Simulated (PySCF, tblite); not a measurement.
**C4H8ClFSi: geometry, infrared bands and NMR shifts**

Aim: predict the infrared bands and NMR shifts of C4H8ClFSi (`C=C(C)[Si@](C)(F)Cl`).

Computed with tblite 0.8.0 and PySCF 2.14.0, with density-fitted response routines of our own, on a single molecule in the gas phase. Atoms count from 0, in the outputs and in this text.

## 1. The molecule as given

15 atoms, charge 0, multiplicity 1; geometry from: force field or distance geometry start.

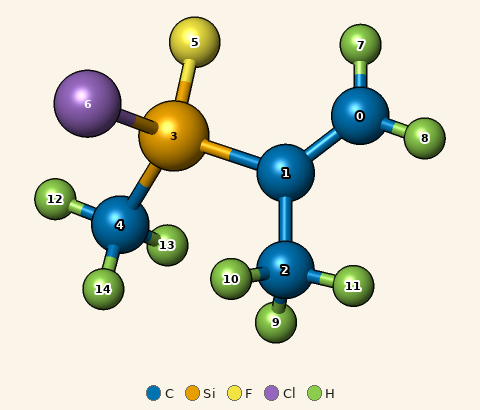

The starting geometry (carbon blue, silicon amber, fluorine yellow, chlorine purple, hydrogen green), atoms numbered; sticks join atoms by distance.

## 2. Relaxing the molecule with GFN2-xTB

The job: settings as JSON, then the geometry in Å.

```
{"job": {"kind": "relax", "xc": "GFN2-xTB", "basis": "xTB"}, "charge": 0, "multiplicity": 1}
C     -1.977300    -0.704900     0.620700
C     -0.892300    -0.000600     0.265100
C     -0.980000     1.338500    -0.384900
Si     0.841100    -0.626400     0.577600
C      2.006700    -0.373700    -0.801100
F      0.752800    -2.195900     0.934700
Cl     1.438300     0.417900     2.234400
H     -1.921800    -1.670900     1.109300
H     -2.980300    -0.320500     0.437400
H     -0.539600     1.323500    -1.380900
H     -0.498200     2.114700     0.207200
H     -2.036600     1.648500    -0.513600
H      3.000300    -0.752700    -0.559900
H      1.672200    -0.887400    -1.715500
H      2.110300     0.698000    -1.052300
```

Started as:

```sh
> OMP_NUM_THREADS=1 python probes_run.py task.json out
```

The driver reads the jobs from task.json and runs them one after another.

Output:

```text
step      E/eV     max force
  0    -645.30379    1.982
  1    -645.38508    0.697
  2    -645.39571    0.458
  3    -645.40335    0.255
  4    -645.41186    0.247
  5    -645.41738    0.202
  6    -645.42143    0.141
  7    -645.42393    0.134
  8    -645.42656    0.143
  9    -645.42948    0.143
 10    -645.43203    0.117
 11    -645.43342    0.074
 12    -645.43413    0.062
 13    -645.43481    0.072
 14    -645.43564    0.071
 15    -645.43636    0.058
 16    -645.43683    0.065
 17    -645.43722    0.060
 18    -645.43772    0.074
 19    -645.43839    0.086
 20    -645.43901    0.063
 21    -645.43943    0.048
 22    -645.43974    0.044
 23    -645.44003    0.052
 24    -645.44027    0.047
 25    -645.44043    0.027
 26    -645.44053    0.025
 27    -645.44064    0.031
 28    -645.44078    0.043
 29    -645.44089    0.035
 30    -645.44096    0.022
 31    -645.44101    0.021
 32    -645.44106    0.023
 33    -645.44113    0.031
 34    -645.44120    0.025
 35    -645.44126    0.020
 36    -645.44132    0.022
 37    -645.44138    0.020
 38    -645.44143    0.020
 39    -645.44146    0.013
 40    -645.44148    0.014
 41    -645.44150    0.014
 42    -645.44153    0.015
 43    -645.44156    0.015
 44    -645.44159    0.013
 45    -645.44163    0.016
 46    -645.44169    0.024
 47    -645.44178    0.027
 48    -645.44190    0.031
 49    -645.44202    0.027
 50    -645.44213    0.026
 51    -645.44222    0.024
 52    -645.44230    0.024
 53    -645.44240    0.025
 54    -645.44252    0.027
 55    -645.44266    0.033
 56    -645.44278    0.039
 57    -645.44289    0.035
 58    -645.44298    0.022
 59    -645.44307    0.031
 60    -645.44318    0.042
 61    -645.44331    0.041
 62    -645.44343    0.031
 63    -645.44350    0.020
 64    -645.44354    0.019
 65    -645.44359    0.028
 66    -645.44368    0.037
 67    -645.44382    0.039
 68    -645.44399    0.029
 69    -645.44412    0.030
 70    -645.44422    0.025
 71    -645.44430    0.031
 72    -645.44438    0.033
 73    -645.44446    0.023
 74    -645.44451    0.018
 75    -645.44456    0.018
 76    -645.44463    0.025
 77    -645.44474    0.028
 78    -645.44488    0.033
 79    -645.44502    0.039
 80    -645.44514    0.024
 81    -645.44521    0.024
 82    -645.44528    0.022
 83    -645.44539    0.023
 84    -645.44550    0.025
 85    -645.44559    0.023
 86    -645.44569    0.023
 87    -645.44577    0.022
 88    -645.44586    0.019
 89    -645.44592    0.022
 90    -645.44596    0.018
 91    -645.44600    0.018
 92    -645.44606    0.020
 93    -645.44611    0.018
 94    -645.44615    0.014
 95    -645.44616    0.010
```

It took 2 s on 1 thread of Intel Xeon at 2.50GHz, shared host; peak memory 0.18 GiB.

Along the way: (not every step is listed)

```tsv
step	energy from step 0 (eV)	largest force (eV/Å)
0	0.0000	1.9824
1	-0.0813	0.6973
2	-0.0919	0.4580
3	-0.0996	0.2548
4	-0.1081	0.2472
5	-0.1136	0.2022
6	-0.1176	0.1412
7	-0.1201	0.1338
8	-0.1228	0.1432
16	-0.1330	0.0645
24	-0.1365	0.0471
32	-0.1373	0.0232
40	-0.1377	0.0136
48	-0.1381	0.0311
56	-0.1390	0.0387
64	-0.1397	0.0195
72	-0.1406	0.0328
80	-0.1413	0.0244
88	-0.1421	0.0191
90	-0.1422	0.0185
91	-0.1422	0.0175
92	-0.1423	0.0196
93	-0.1423	0.0182
94	-0.1424	0.0137
95	-0.1424	0.0095
```

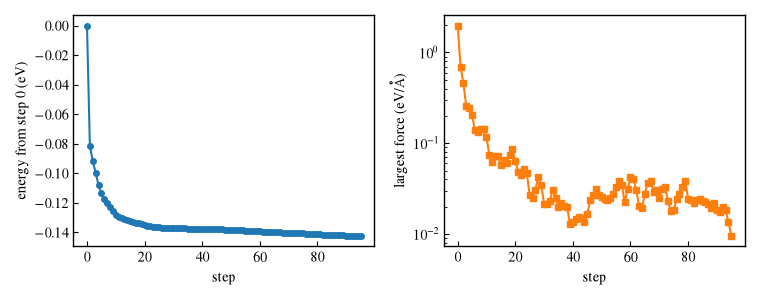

Energy and force, step by step.

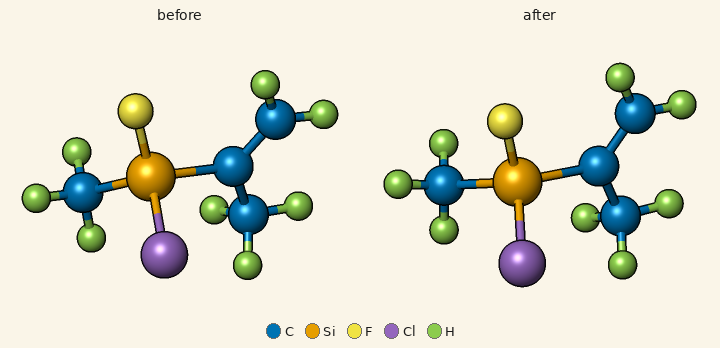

Before and after, at one scale.

Close pairs (by a distance rule), those that changed most:

```tsv
bond	before (Å)	after (Å)	change (Å)
Si3–C4	1.823	1.894	+0.071
Si3–Cl6	2.047	2.018	-0.029
C2–H11	1.109	1.087	-0.021
C4–H14	1.106	1.086	-0.020
C1–Si3	1.869	1.888	+0.019
C4–H13	1.101	1.086	-0.015
C0–C1	1.342	1.328	-0.014
C0–H8	1.090	1.079	-0.010
```

The next job starts from the end point, and lists it.

## 3. Vibrational analysis with GFN2-xTB

The job: settings as JSON, then the geometry in Å.

```
{"job": {"kind": "ir", "xc": "GFN2-xTB", "basis": "xTB"}, "charge": 0, "multiplicity": 1}
C     -1.944924    -0.757846     0.457255
C     -0.908290     0.048509     0.260842
C     -1.092400     1.434669    -0.285488
Si     0.859479    -0.487959     0.651753
C      2.026415    -0.490600    -0.840570
F      0.787734    -2.011629     1.201913
Cl     1.624647     0.597847     2.171356
H     -1.825430    -1.754897     0.844760
H     -2.955641    -0.449203     0.237444
H     -0.580983     1.531671    -1.242247
H     -0.661071     2.167623     0.394320
H     -2.146288     1.662280    -0.427066
H      2.957273    -0.998571    -0.601485
H      1.580554    -1.002160    -1.688492
H      2.274512     0.518256    -1.156206
```

Output:

```text
mode    cm-1     km/mol
  1      28.8      0.19
  2      92.3      0.09
  3      98.7      1.00
  4     121.7      0.22
  5     148.8      1.22
  6     153.3      2.08
  7     193.7     22.79
  8     206.0     21.00
  9     306.4      5.48
 10     368.5      6.15
 11     410.6     26.38
 12     486.7     74.09
 13     641.3     62.07
 14     681.7      2.77
 15     749.4     79.01
 16     793.7    105.61
 17     837.1    154.50
 18     844.9    165.62
 19     919.5     33.54
 20     968.4     12.20
 21    1017.4     16.29
 22    1042.4      0.71
 23    1221.8      3.40
 24    1377.6     26.98
 25    1398.9      5.96
 26    1420.2      2.85
 27    1469.7      2.41
 28    1472.5      2.02
 29    1479.4      7.17
 30    1486.4      3.40
 31    1677.7     10.70
 32    3006.6     23.54
 33    3021.5     20.86
 34    3035.0      8.12
 35    3036.0     34.88
 36    3045.7     20.51
 37    3050.0      6.94
 38    3078.3     40.08
 39    3125.0     23.38
```

Wall time 1.7 s (1 thread of Intel Xeon at 2.50GHz, shared host); peak memory 0.18 GiB.

Which atoms move in the most intense modes:

```tsv
cm⁻¹	km/mol	atoms
487	74.1	Si3 33 %, Cl6 31 %
641	62.1	Si3 26 %, C1 17 %, C0 11 %, C2 11 %
749	79.0	Si3 31 %, F5 24 %, C4 22 %, H14 12 %
794	105.6	Si3 36 %, C4 22 %, F5 21 %
837	154.5	H13 41 %, H12 25 %, C4 17 %
845	165.6	H14 33 %, Si3 20 %, H12 19 %, C4 13 %
3036	34.9	H11 89 %
3078	40.1	H8 87 %
```

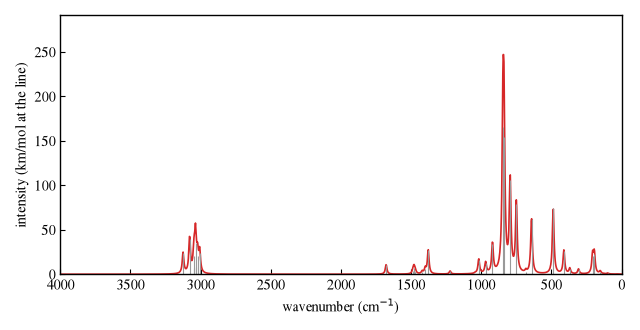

The infrared spectrum from these modes, unscaled. Lines are broadened to a width of 14 cm⁻¹ (Lorentzian).

## 4. Shielding tensors: PBE0/pcSseg-1

The job, as its differences from that of step 3:

```diff
@@ -1,2 +1,2 @@
-{"job": {"kind": "ir", "xc": "GFN2-xTB", "basis": "xTB"}, "charge": 0, "multiplicity": 1}
+{"job": {"kind": "nmr", "xc": "PBE0", "basis": "pcSseg-1"}, "charge": 0, "multiplicity": 1}
 C     -1.944924    -0.757846     0.457255
```

With the program's defaults for keys left out, this is: GIAO PBE0/pcSseg-1 NMR shielding, non-relativistic, gas phase.

Output:

```text
coarse grid: 13640 points
cycle   1  E = -1006.1386619522  dE =  5.998e-01  |g| = 6.673e-01  |ddm| = 3.460e+00
cycle   2  E = -1006.0884848069  dE =  5.018e-02  |g| = 9.018e-01  |ddm| = 1.169e+00
cycle   3  E = -1006.2271686577  dE = -1.387e-01  |g| = 1.062e-01  |ddm| = 6.775e-01
cycle   4  E = -1006.2292878620  dE = -2.119e-03  |g| = 2.819e-02  |ddm| = 9.950e-02
cycle   5  E = -1006.2294259839  dE = -1.381e-04  |g| = 1.257e-02  |ddm| = 2.870e-02
cycle   6  E = -1006.2294624713  dE = -3.649e-05  |g| = 3.090e-03  |ddm| = 1.174e-02
cycle   7  E = -1006.2294648179  dE = -2.347e-06  |g| = 7.858e-04  |ddm| = 3.506e-03
final grid: 123088 points
cycle   8  E = -1006.2749375917  dE = -3.662e-05  |g| = 7.895e-03  |ddm| = 2.247e-02
cycle   9  E = -1006.2749347912  dE =  2.800e-06  |g| = 8.411e-03  |ddm| = 1.283e-02
cycle  10  E = -1006.2749530313  dE = -1.824e-05  |g| = 5.896e-04  |ddm| = 6.902e-03
cycle  11  E = -1006.2749530760  dE = -4.469e-08  |g| = 2.231e-04  |ddm| = 6.190e-04
cycle  12  E = -1006.2749530830  dE = -7.083e-09  |g| = 5.463e-05  |ddm| = 1.651e-04
cycle  13  E = -1006.2749530835  dE = -4.541e-10  |g| = 1.595e-05  |ddm| = 6.056e-05
converged SCF energy = -1006.2749530835

GIAO shielding tensors (ppm)
atom      isotropic    diamagn.    paramagn.     s11        s22        s33       span
  0 C       50.328     252.782    -202.454    -64.700     62.371    153.313    218.013
  1 C       36.489     265.752    -229.263    -76.302     22.109    163.659    239.961
  2 C      162.648     248.095     -85.446    149.514    152.085    186.346     36.832
  3 Si     334.463     878.578    -544.115    304.006    342.586    356.796     52.790
  4 C      183.721     256.130     -72.409    174.126    180.280    196.757     22.631
  5 F      328.576     470.223    -141.647    284.632    339.345    361.751     77.120
  6 Cl     896.385    1149.060    -252.675    783.503    902.920   1002.730    219.227
  7 H       25.812      31.440      -5.628     22.478     23.804     31.154      8.677
  8 H       25.564      30.951      -5.387     22.361     25.040     29.290      6.928
  9 H       29.923      31.260      -1.337     25.519     29.425     34.825      9.306
 10 H       29.674      30.146      -0.472     24.914     30.067     34.040      9.126
 11 H       29.865      30.508      -0.643     26.115     28.118     35.362      9.247
 12 H       30.942      28.438       2.504     26.675     28.332     37.820     11.145
 13 H       31.310      31.962      -0.652     27.049     28.545     38.335     11.286
 14 H       31.309      31.483      -0.174     27.338     29.221     37.369     10.031
```

Run time: 1.7 min. Hardware: 1 thread of Intel Xeon at 2.50GHz, shared host; peak memory 0.86 GiB.

Shifts follow as δ = σ(reference) − σ, with reference shieldings (ppm) from runs at the same level and on the same kind of geometry: 1H TMS 31.72, 13C TMS 186.9, 29Si TMS 349.2, 19F CFCl3 170.9, 35Cl HCl 950. The references are single molecules in the gas phase, so shifts against H2O, NH3, PH3, H3PO4 or CFCl3 are not on the usual liquid scales and can be off by tens of ppm. Atoms listed in one row are averaged.

```tsv
atoms	environment	σ (ppm)	δ (ppm)	δ scaled to CDCl3
C1	fully substituted alkene carbon	36.5	150.4	144.9
C0	terminal =CH2 carbon	50.3	136.6	131.4
C2	allylic methyl carbon	162.6	24.3	21.8
C4	methyl carbon bonded to Si	183.7	3.2	1.2
H8	hydrogen on a terminal =CH2 carbon	25.56	6.15	5.91
H7	hydrogen on a terminal =CH2 carbon	25.81	5.91	5.67
H9, H10, H11	hydrogen on an allylic methyl carbon	29.82	1.90	1.89
H12, H13, H14	hydrogen on a methyl carbon bonded to Si	31.19	0.53	0.60
Si3	silicon bonded to 2 C, Cl, F	334.5	14.7	–
F5	fluorine bonded to Si	328.6	-157.6	–
Cl6	chlorine bonded to Si	896	53	–
```

The scaled column applies a straight-line fit of computed shieldings to shifts measured in CDCl3, with any fitted terms for Cl, Br or S neighbours, and one for carbons that bear F (root-mean-square error 0.16 ppm for H, 1.9 ppm for C).

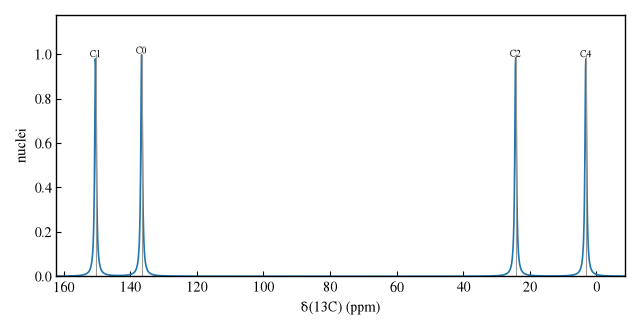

13C lines at the computed shifts, without couplings. Lines are broadened to a width of 0.59 ppm (Lorentzian).

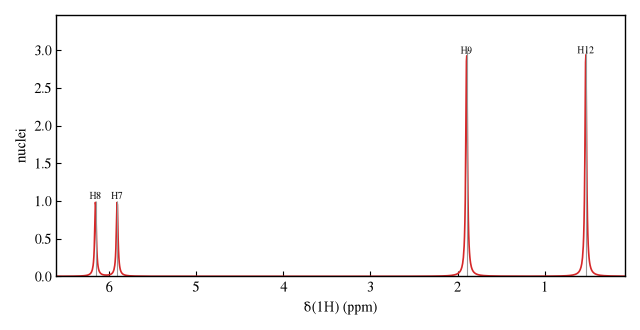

1H lines at the computed shifts, without couplings. Lines are broadened to a width of 0.02 ppm (Lorentzian).

The run also stored atomic charges by several schemes (e):

```tsv
atoms	Mulliken	IAO	Hirshfeld	ESP fit
C0	-0.08	-0.29	-0.09	-0.48
C1	-0.63	-0.28	-0.09	0.05
C2	-0.19	-0.42	-0.12	-0.40
Si3	1.21	1.32	0.45	0.63
C4	-0.65	-0.75	-0.21	-0.53
F5	-0.41	-0.53	-0.20	-0.29
Cl6	-0.32	-0.31	-0.12	-0.19
```

Mulliken charges:

C0 -0.08; C1 -0.63; C2 -0.19; Si3 1.21; C4 -0.65; F5 -0.41; Cl6 -0.32; H7 0.12; H8 0.11; H9 0.13; H10 0.13; H11 0.12; H12 0.16; H13 0.15; H14 0.15

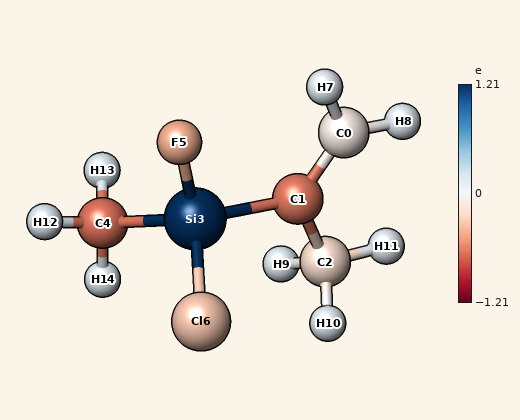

Mulliken charges, as colours on the atoms.

Mayer bond orders: C0–C1 1.99, C1–C2 1.04, C1–Si3 0.84, Si3–C4 0.97, Si3–F5 0.94, Si3–Cl6 1.00.

The fields below are evaluated on a grid from the run's orbitals.

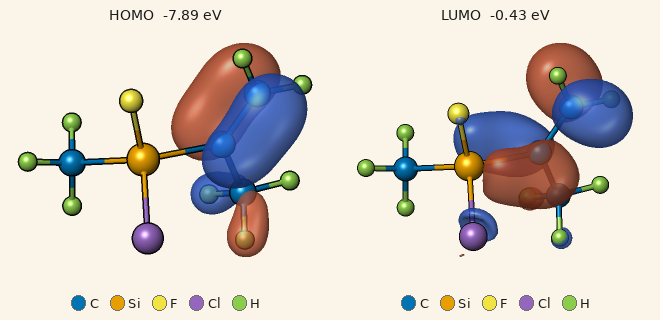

Frontier orbitals at PBE0/pcSseg-1; each surface holds 70 % of the orbital's density, blue and red mark the sign.

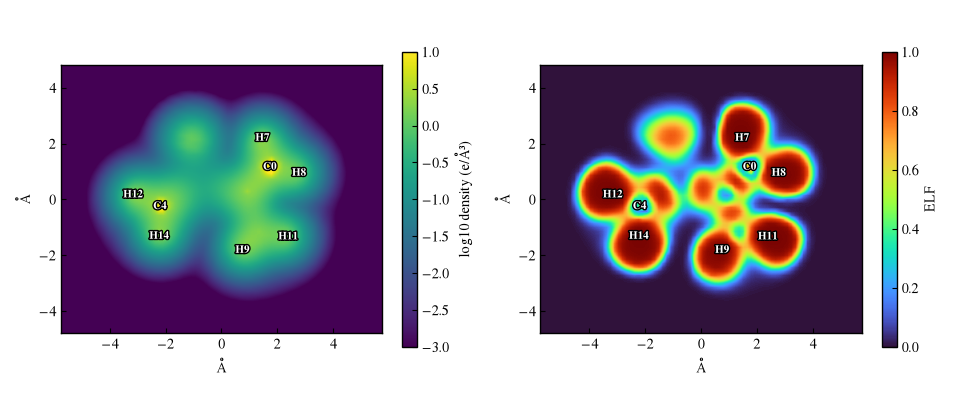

Density (left) and ELF (right) in a plane through or near 8 of the atoms.

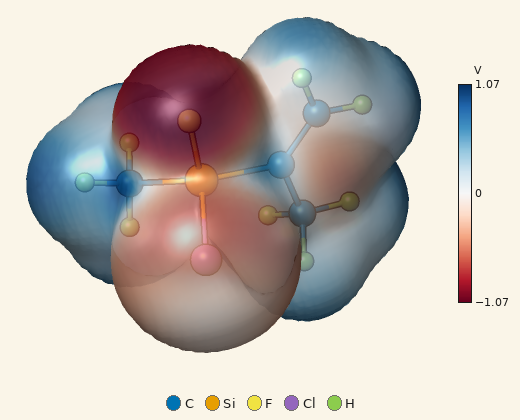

The potential that a unit positive charge feels on the 0.002 e/bohr³ surface, from -1.07 V near F5 to 1.03 V near H14.

## 5. Summary of results

```
                                                              quantity                        value
                             strongest single infrared mode (GFN2-xTB)         845 cm⁻¹, 166 km/mol
                                          zero-point energy (GFN2-xTB)                69.4 kcal/mol
                                13C shifts against TMS (PBE0/pcSseg-1)  150.4, 136.6, 24.3, 3.2 ppm
1H shifts against TMS (PBE0/pcSseg-1, means over atoms taken as alike)   6.15, 5.91, 1.90, 0.53 ppm
                               29Si shifts against TMS (PBE0/pcSseg-1)                     14.7 ppm
                              19F shifts against CFCl3 (PBE0/pcSseg-1)                   -157.6 ppm
                               35Cl shifts against HCl (PBE0/pcSseg-1)                       53 ppm
                                 surface potential, least and greatest           -1.07 V and 1.03 V
```

**Reading.** Relaxing lowered the energy by 0.142 eV in 95 steps; the close pair that moved most is Si3–C4, from 1.823 to 1.894 Å. No mode is imaginary among the 39: a minimum at this level. The strongest single mode, at 845 cm⁻¹, moves mainly H14, Si3 and H12. Unscaled tight-binding wavenumbers are off by several per cent, some by more. Its intensities can rank the bands wrongly. C1 (fully substituted alkene carbon) lies farthest downfield among carbon, at 150.4 ppm; the olefinic region. At PBE0/pcSseg-1: The largest span, 240 ppm, is at C1, where the paramagnetic term is -229 ppm. By nearest atom (PBE0/pcSseg-1), the HOMO sits on C0, C1 about 37 % each and the LUMO on C0, C1 about 30 % each; H7, H8 about 9 % each.
